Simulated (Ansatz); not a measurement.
**A correction line for HF/def2-TZVPP: vertical ionisation energy**

The vertical ionisation energy (cation less neutral) in eV of 6 molecular compounds of Sn: x at HF/def2-TZVPP, y at CCSD(T)/def2-TZVPP. Shapes, held fixed at every level: PBE0-D4/def2-TZVP. Flexible molecules stand in one conformer, not always the lowest. Programs: Ansatz 0.2.0.

```
                                    molecule  x (eV)  y (eV)
                   Sn(CH3)4 (tetramethyltin)    8.75    9.72
                                   SnH2(SH)F    9.12   10.15
C8H4Sn (SMILES C#[C][Sn]([C]#C)([C]#C)[C]#C)    9.25   10.79
  C2H6F2O2Sn (SMILES C[O][Sn]([F])([F])[O]C)    9.87   11.02
                  SnH3Cl (SMILES [Cl][SnH3])   10.24       ?
                                   SnH3(CF3)   10.81   11.24
```

Question: Fit y = c + s·x to the known rows and predict y for SnH3Cl.

Answer: 
1. Means of the 5 rows: x = 9.5600, y = 10.584.
2. Σ(Δx)² = 2.6044, Σ(Δx·Δy) = 1.7821, so the slope is 1.7821/2.6044 = 0.68427.
3. Intercept: 10.584 − (0.68427) × 9.5600 = 4.042. The largest residual of the fit is 0.42.
4. SnH3Cl: 4.042 + 0.68427 × 10.24 = 11.05 eV.

CCSD(T)/def2-TZVPP gives 11.09 eV, so the prediction is off by -0.04 eV, within the largest residual. Uncorrected, HF/def2-TZVPP misses it by -0.85 eV, and the other rows by 1.02 on average. The line removes about 100 % of this miss. Left out in turn, the other rows are missed by 0.52 eV on average. Cations run unrestricted. For atoms past krypton def2 sets carry core potentials with scalar relativity. Outer-core shells of Sn are correlated, in sets that cover them unevenly.

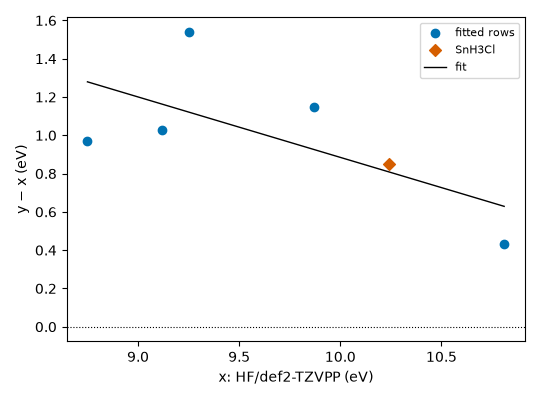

The correction y − x against x, with the fitted line and the withheld molecule.
